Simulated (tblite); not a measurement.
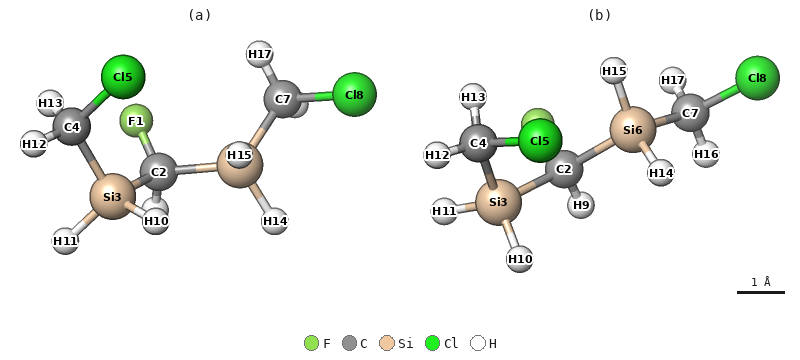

The structure of C$_{3}$H$_{9}$Cl$_{2}$FSi$_{2}$ before (left) and after (right) a relaxation, at one scale.

A ball-and-stick model, seen at a tilt.

Computed with GFN2-xTB geometry optimisation, gas phase (tblite 0.8.0). 

What changed between the two?

Answer. The largest move after the best rigid fit is that of H15, 1.98 Å. Largest moves by element: H 1.98 Å, Cl 1.57 Å, Si 0.86 Å, C 0.52 Å, F 0.19 Å. Near-neighbour distances that change, for instance: Si3–Si6 2.987 → 3.320 Å, C2–Si6 1.851 → 1.926 Å, Si6–C7 1.855 → 1.912 Å, F1–C2 1.361 → 1.406 Å. Bond angles that change, for instance: Si3–C2–Si6 106.7° → 119.6°, C2–Si6–C7 114.6° → 105.0°, F1–C2–Si6 114.4° → 106.4°. Groups turn about C2–Si3 by about 50°, C2–Si6 by about 50°. The energy falls by 52.5 kJ/mol in 217 geometry steps. The run took 3.7 s on 1 thread of Arm Neoverse N1, with other jobs on the host.
